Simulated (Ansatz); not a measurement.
## Electronic structure of Cl2Sn···CH4 in real space

Input file:

```
crystal:
  periodic: [false, false, false]
  atoms:
    - { symbol: Sn, position_ang: [0.0, 0.0, 0.0] }
    - { symbol: H, position_ang: [1.0458, 0.0, 1.6339] }
    - { symbol: C, position_ang: [2.2453, 0.0, 0.694] }
    - { symbol: H, position_ang: [2.5929, -1.0463, 0.5658] }
    - { symbol: H, position_ang: [2.2938, 0.5276, -0.2814] }
    - { symbol: H, position_ang: [2.8972, 0.5187, 1.4274] }
    - { symbol: Cl, position_ang: [-1.1351, 1.9666, -0.8025] }
    - { symbol: Cl, position_ang: [-1.1351, -1.9666, -0.8025] }
basis:
  gaussian: { orbitals: def2-SVP }
hamiltonian:
  xc: b3lyp
  dispersion: d4
relax:
  f_tol: 0.15
  max_steps: 25
  restrain:
    - { distance: [1, 2], at: 1.11, k: 30.0 }
    - { distance: [0, 1], at: 2.94, k: 30.0 }
    - { distance: [0, 2], at: 3.35, k: 30.0 }
output:
  orbitals: {}
```

Command:

```sh
ansatz run input.yaml --threads 2 --pin off --max-ram 3072MiB --backend cpu --events-out ev --progress --plain --runs-dir out
```

The fields are those of the run's last geometry, not of the input's.

Core potentials replace the inner electrons of Sn.

Method: Ansatz 0.2.0, RKS B3LYP-D4/def2-SVP.

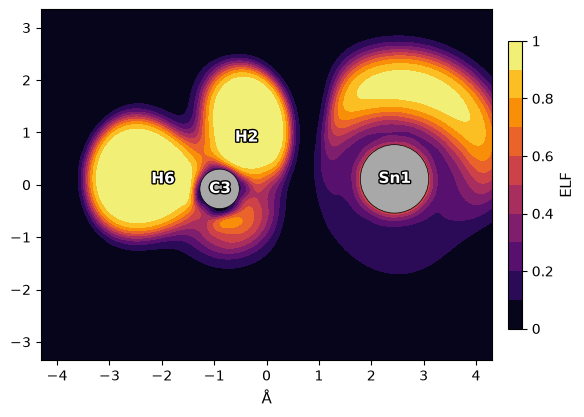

Figure 1. Electron localisation function on the plane of atoms H2, C3 and H6. Grey discs cover the atomic cores.

**What does the map show?**

The plane passes through Sn, H and C nuclei.
C3···Sn1 (3.35 Å): the ELF dips to about 0.05 between them.
C–H (1.11 Å): the ELF climbs to about 1 towards the hydrogen, as it does in any bond to H (a covalent bond by its length).

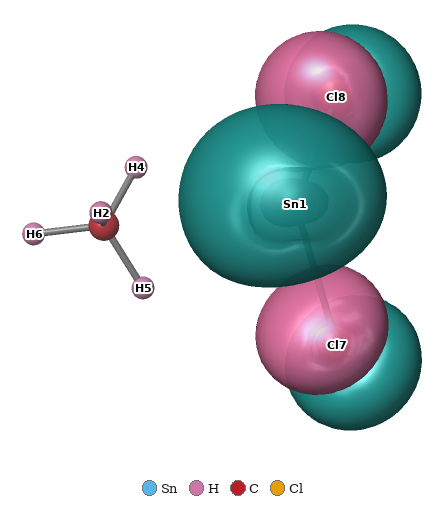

Figure 2. One frontier orbital at ±0.1 Å⁻³ᐟ² (teal and pink are the two phases), seen at a tilt.

**Which orbital is it: HOMO or LUMO?**

The HOMO, at −7.55 eV. It lies mainly on Sn1 (about 35 %), Cl7 (about 30 %) and Cl8 (about 30 %).

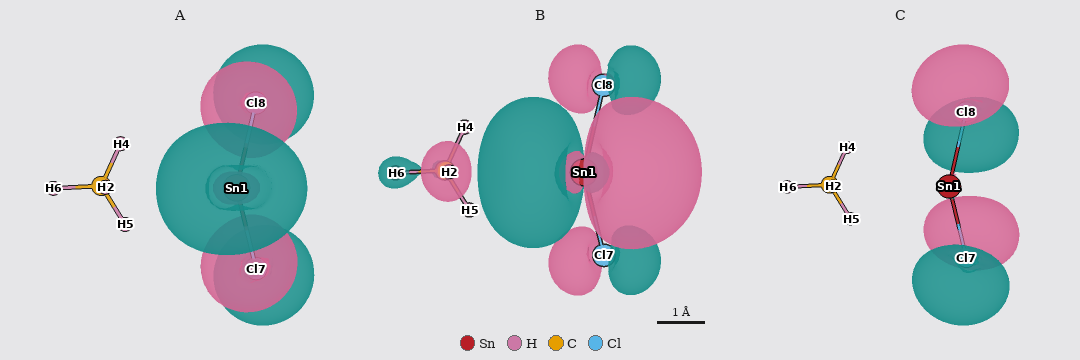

Figure 3. Three frontier orbitals at ±0.08 Å⁻³ᐟ² (teal and pink are the two phases), in no order.

**Order the three orbitals by energy and name them.**

C is the HOMO−1 (−8.02 eV). Its weight (Hirshfeld) is mainly on Cl7 (about 50 %) and Cl8 (about 45 %); largely a combination of lone pairs on Cl7 and Cl8. A is the HOMO (−7.55 eV). It lies mainly on Sn1 (about 35 %), Cl7 (about 30 %) and Cl8 (about 30 %). B is the LUMO (−3.01 eV). Its weight (Hirshfeld) is mainly on Sn1 (about 75 %), Cl8 (about 10 %) and Cl7 (about 10 %).

**What is the HOMO–LUMO gap?**

4.54 eV between the orbital energies.
